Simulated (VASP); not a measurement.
Band structure of RuAl (CsCl type). All values below come from PBE GGA with D3 dispersion (zero damping), VASP's PBE PAW potentials (set 64) (plane waves; VASP 6.6.1).

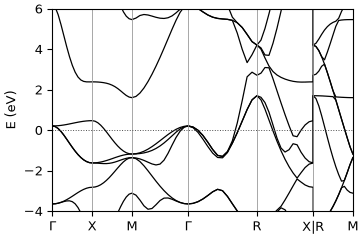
Figure. Bands along high-symmetry lines, zero at the valence-band maximum or, without a gap, the Fermi level

Task: Read the plot: is there a gap, and where are the band edges?

Result: It has no gap at this level: it comes out as a metal or semimetal. (Edges off the drawn lines would not show.)

The compound is RuAl in the CsCl type structure. It was relaxed first. The electron count is odd and the run is not spin-polarised, which forces a metal.
